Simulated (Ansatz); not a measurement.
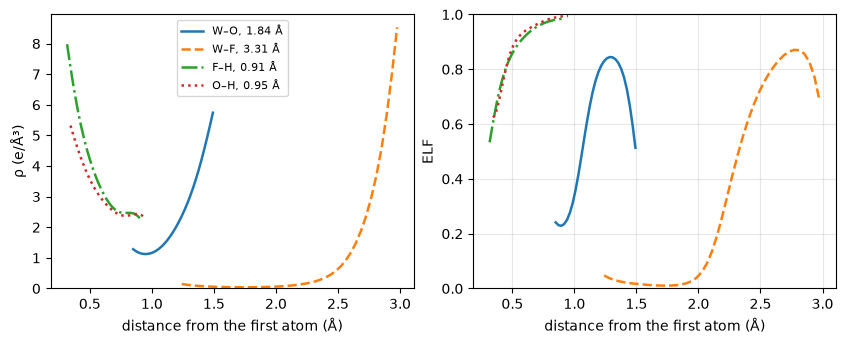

*H₆OW···HF. Electron density and ELF along straight lines between neighbouring atoms. The curves leave out the atomic cores.*

Core potentials replace the inner electrons of W.

Theory: Ansatz 0.2.0, RHF/def2-SVP.

Input

```
crystal:
  periodic: [false, false, false]
  atoms:
    - { symbol: W, position_ang: [-0.057102, -0.079869, -0.168702] }
    - { symbol: H, position_ang: [-0.463536, 1.035922, 1.067718] }
    - { symbol: H, position_ang: [0.644963, 0.345882, -1.634597] }
    - { symbol: H, position_ang: [0.940018, 1.274423, -0.140877] }
    - { symbol: H, position_ang: [-1.70071, 0.058962, 0.107993] }
    - { symbol: O, position_ang: [0.562318, -1.724948, 0.358133] }
    - { symbol: H, position_ang: [1.201396, -2.079057, 0.964285] }
    - { symbol: H, position_ang: [-1.032529, -0.33195, -1.498792] }
    - { symbol: F, position_ang: [1.496613, 0.268535, 2.440562] }
    - { symbol: H, position_ang: [0.948168, 0.9831, 2.283478] }
basis:
  gaussian: { orbitals: def2-SVP }
hamiltonian:
  xc: hf
relax:
  f_tol: 0.03
  max_steps: 50
output:
  orbitals: {}
```

Run with:

```sh
ansatz run input.yaml --threads 1 --pin off --max-ram 2048MiB --backend cpu --events-out ev --progress --plain --runs-dir out
```

The fields are those of the run's last geometry, not of the input's.

### Compare the contacts.

W–O (1.84 Å): ρ is about 1.1 e/Å³ halfway; the ELF peaks at about 0.85 in the valence shell of O, 0.6 Å from its nucleus, and drops to about 0.25 between the two atoms.
W1···F9 (3.31 Å): the density falls to about 0.04 e/Å³ on the way; the ELF dips to about 0 between them.
F–H (0.91 Å): ρ at the midpoint is about 4.9 e/Å³; the ELF climbs to about 1 towards the hydrogen, as it does in any bond to H (a covalent bond by its length).
O–H (0.95 Å): ρ is about 3.8 e/Å³ halfway; the ELF climbs to about 1 towards the hydrogen: a covalent bond by its length.
